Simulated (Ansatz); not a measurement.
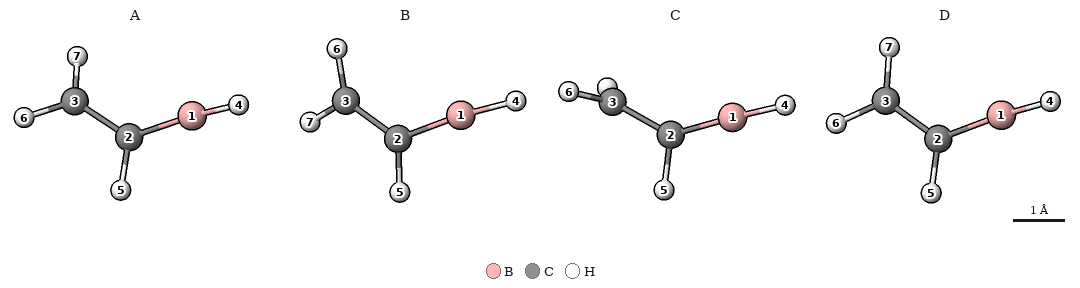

4 geometries from a converged minimum-energy path of C2H4B (charge +1), shuffled. The picture is a ball-and-stick view, seen at a tilt.

Method: Ansatz 0.2.0, RHF/def2-SVP. Settings: 7 movable images; climbing image; force threshold 0.05 eV/Å; iteration limit 60; starting path by image-dependent pair potential.

> One of them is the converged climbing image. Which?

C. In order along the path, whose images run from 0 to 8: D (image 1, +0.11 eV), A (image 2, +0.50 eV), C (image 4, +2.08 eV), B (image 7, +0.11 eV). The motion is a rotation about the C2–C3 bond by about 180°, with a turn of about 355° about B1–C2. No bond forms or breaks between the ends. Bond angles that change up to the highest image, for instance: B1–C2–C3 119.5° → 138.3°, C3–C2–H5 120.7° → 108.8°.

Limits of the set-up: Hartree-Fock leaves out electron correlation.

Cost: 64 s on 1 thread of Arm Neoverse N1, with other jobs on the host, peak memory 0.11 GiB.
